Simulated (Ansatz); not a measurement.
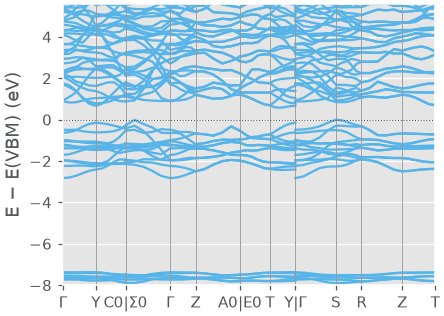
Fig. 1. Band structure from the program Ansatz at the r²SCAN level (PAW)

Q: Read off the gap and where the band edges lie.

A: About 0.6 eV (0.57 eV by a search for the band edges); maximum at S, minimum on the T–Y line, 35 % of the way from T.

Q: Pick the material that matches.
(A) Rb2P2Pd, Cmcm (Rb on 4c, Rb on 4c, P on 8g, Pd on 4a)
(B) P, black phosphorus
(C) Sb2O5, Cmcm (Sb on 8f, O on 4c, O on 8f, O on 8f)
(D) Rb3LiPb4, Cmcm (Pearson symbol oS32)

A: D, Rb3LiPb4, Cmcm (Pearson symbol oS32)

The first step of the workflow began from a Materials Project structure, measured or hypothetical; the Crystallography Open Database copy checked does not list it. Its standing as an ambient phase is unchecked. The cell was relaxed with r²SCAN under the symmetry of its start; whether a distortion lowers the energy is not shown. Scalar-relativistic: spin–orbit coupling is off unless named, which matters more the heavier the elements.

Potentials: the later of the program's two PAW sets.
